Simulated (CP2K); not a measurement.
# CH4FIn (SMILES F[CH2][InH2]) at GFN1-xTB

What is the energy change on altering one bond length of CH4FIn at GFN1-xTB? 

Program for the calculation: CP2K 2026.2.

2 further runs of the same task are left out: 2 set aside as unsound or not needed.

## (1) The structure to begin with

CH4FIn: 7 atoms, total charge 0, spin state singlet. As SMILES, `F[CH2][InH2]`. Geometry: a GFN2-xTB relaxation, a rough one for these elements and not checked as a minimum.

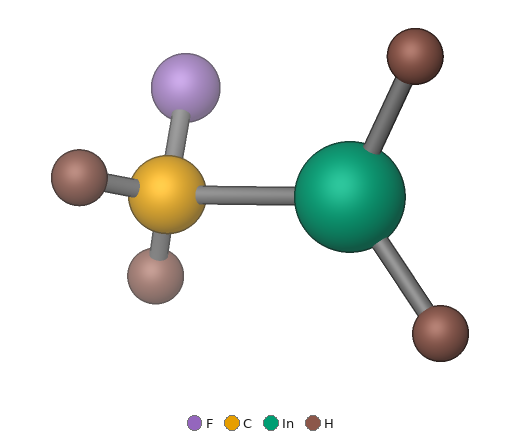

The structure, seen from a chosen angle (fluorine purple, carbon amber, indium teal, hydrogen brown).

## (2) A single-point energy at GFN1-xTB

File run.inp:

```
&GLOBAL
    PROJECT run
    RUN_TYPE ENERGY
    PRINT_LEVEL MEDIUM
&END GLOBAL
&FORCE_EVAL
    METHOD QS
    &DFT
        CHARGE 0
        MULTIPLICITY 1
        &QS
            METHOD XTB
            EPS_DEFAULT 1.0E-10
            &XTB
                GFN_TYPE 1
                CHECK_ATOMIC_CHARGES F
            &END XTB
        &END QS
        ! cluster boundary conditions
        &POISSON
            PERIODIC NONE
            POISSON_SOLVER ANALYTIC
        &END POISSON
        &SCF
            SCF_GUESS ATOMIC
            EPS_SCF 1.0E-07
            MAX_SCF 150
            ADDED_MOS 4
            &DIAGONALIZATION
                ALGORITHM STANDARD
            &END DIAGONALIZATION
            &MIXING
                METHOD BROYDEN_MIXING
                ALPHA 0.2
                NBUFFER 8
            &END MIXING
        &END SCF
        &PRINT
            &MOMENTS
                PERIODIC F
                REFERENCE COM
                MAX_MOMENT 1
            &END MOMENTS
            &MO ON
                ENERGIES T
                OCCUPATION_NUMBERS T
                NDIGITS 6
                &EACH
                    QS_SCF 0
                &END EACH
                ADD_LAST NUMERIC
            &END MO
            &HIRSHFELD OFF
            &END HIRSHFELD
        &END PRINT
    &END DFT
    &SUBSYS
        ! box in angstrom
        &CELL
            ABC [angstrom] 12.1 11.3 10.9
            PERIODIC NONE
        &END CELL
        &COORD
            UNIT bohr
            F     -2.8891834     0.5849458    -1.8195606
            C     -1.2579529    -1.2705196    -0.8845430
            In     1.5932659     1.1141447     1.1739924
            H     -0.4906485    -2.2724335    -2.5265827
            H     -2.4244619    -2.5504311     0.2454376
            H      0.6204916     3.6982318     2.9251449
            H      4.8484892     0.6960617     0.8861304
        &END COORD
        &TOPOLOGY
            &CENTER_COORDINATES
            &END CENTER_COORDINATES
        &END TOPOLOGY
    &END SUBSYS
&END FORCE_EVAL
```

Started as:

```
$ OMP_NUM_THREADS=1 cp2k.psmp -i run.inp -o run.out
```

Output:

```text
CP2K| version string:                                       CP2K version 2026.2
[...]
 GLOBAL| Method name                                                        CP2K
[...]
 GLOBAL| Run type                                                         ENERGY
[...]
                             - Atoms:                                          7
[...]
                             - Spherical basis functions:                     25
[...]
 Number of electrons:                                                         18
[...]
     1 NoMix/Diag. 0.20E+00    0.0     0.21362222       -10.8617896757 -1.09E+01
[...]
    32 Broy./Diag. 0.20E+00    0.0     0.00000003       -10.8932275025 -1.32E-07
  *** SCF run converged in    32 steps ***
[...]
 TB_DIPOLE| Moment [Debye]          1.91417996      -0.83313844       1.36199580
 TB_DIPOLE| Derivative [a.u.]       0.00000000       0.00000000       0.00000000
[...]
 ENERGY| Total FORCE_EVAL ( QS ) energy [hartree]            -10.893227502533327
[...]
```

It took 1.2 s on 1 thread of Intel Xeon Platinum 8259CL at 2.50GHz (Skylake/Cascade Lake), shared host; peak memory 0.2 GiB.

## (3) The distorted shape at the same level

File mol.inp:

```
&FORCE_EVAL
   METHOD QS
   &DFT
      CHARGE 0
      MULTIPLICITY 1
      &QS
         METHOD XTB
         EPS_DEFAULT 1.0E-10
         &XTB
            GFN_TYPE 1
            CHECK_ATOMIC_CHARGES F
         &END XTB
      &END QS
      &POISSON
         PERIODIC NONE
         POISSON_SOLVER ANALYTIC
      &END POISSON
      &SCF
         SCF_GUESS ATOMIC
         EPS_SCF 1.0E-07
         MAX_SCF 150
         ADDED_MOS 4
         &DIAGONALIZATION
            ALGORITHM STANDARD
         &END DIAGONALIZATION
         &MIXING
            METHOD BROYDEN_MIXING
            ALPHA 0.2
            NBUFFER 8
         &END MIXING
      &END SCF
      &PRINT
         &MOMENTS
            PERIODIC F
            REFERENCE COM
            MAX_MOMENT 1
         &END MOMENTS
         &MO ON
            ENERGIES T
            OCCUPATION_NUMBERS T
            NDIGITS 6
            &EACH
               QS_SCF 0
            &END EACH
            ADD_LAST NUMERIC
         &END MO
         &HIRSHFELD OFF
         &END HIRSHFELD
      &END PRINT
   &END DFT
   &SUBSYS
      &CELL
         ABC [angstrom] 12.1 11.3 11.2
         PERIODIC NONE
      &END CELL
      &COORD
         UNIT bohr
         F     -3.1577588     0.9356412    -1.2448061
         C     -1.5265283    -0.9198242    -0.3097885
         In     1.3246905     1.4648401     1.7487469
         H     -0.4906485    -2.2724335    -2.5265827
         H     -2.6930374    -2.1997357     0.8201922
         H      0.3519161     4.0489272     3.4998994
         H      4.5799138     1.0467571     1.4608849
      &END COORD
      &TOPOLOGY
         &CENTER_COORDINATES
         &END CENTER_COORDINATES
      &END TOPOLOGY
   &END SUBSYS
&END FORCE_EVAL

&GLOBAL
   PROJECT_NAME mol
   RUN_TYPE ENERGY
   PRINT_LEVEL MEDIUM
&END GLOBAL
```

Started as:

```
$ OMP_NUM_THREADS=1 cp2k.psmp -i mol.inp > mol.out 2>&1
```

Output:

```text
CP2K| version string:                                       CP2K version 2026.2
[...]
 GLOBAL| Method name                                                        CP2K
[...]
 GLOBAL| Run type                                                         ENERGY
[...]
                             - Atoms:                                          7
[...]
                             - Spherical basis functions:                     25
[...]
 Number of electrons:                                                         18
[...]
     1 NoMix/Diag. 0.20E+00    0.0     0.22693163       -10.8179892222 -1.08E+01
[...]
    24 Broy./Diag. 0.20E+00    0.0     0.00000003       -10.8503988181 -2.37E-08
  *** SCF run converged in    24 steps ***
[...]
 TB_DIPOLE| Moment [Debye]          1.78689961      -0.62870049       1.55685007
 TB_DIPOLE| Derivative [a.u.]       0.00000000       0.00000000       0.00000000
[...]
 ENERGY| Total FORCE_EVAL ( QS ) energy [hartree]            -10.850398818105830
[...]
```

It took 1.2 s on 1 thread of Intel Xeon Platinum 8259CL at 2.50GHz (Skylake/Cascade Lake), shared host; peak memory 0.2 GiB.

## (4) What came out

At GFN1-xTB:

```
                                                         quantity         value
                                        first shape: total energy  -10.89323 Eh
           first shape: dipole moment (from atomic charges alone)        2.49 D
                                         first shape: HOMO energy     -10.74 eV
                                         first shape: LUMO energy      -5.09 eV
                                       first shape: HOMO–LUMO gap       5.65 eV
                                   first shape: dispersion energy  -3.48 kJ/mol
                                    distorted shape: total energy  -10.85040 Eh
       distorted shape: dipole moment (from atomic charges alone)        2.45 D
                                     distorted shape: HOMO energy     -10.86 eV
                                     distorted shape: LUMO energy      -5.34 eV
                                   distorted shape: HOMO–LUMO gap       5.52 eV
                               distorted shape: dispersion energy  -3.92 kJ/mol
energy change with the C2–H4 bond stretched from 1.096 to 1.479 Å      1.165 eV
```

In words: With the C2–H4 bond stretched from 1.096 to 1.479 Å the energy rises by 1.17 eV (27 kcal/mol). The first shape isn't relaxed at this level, so the change isn't measured from a minimum. The dipole (first shape) comes from point charges on the atoms alone, without atomic dipoles, so it is partial. The dipole (distorted shape) comes from point charges on the atoms alone, without atomic dipoles, so it is partial.
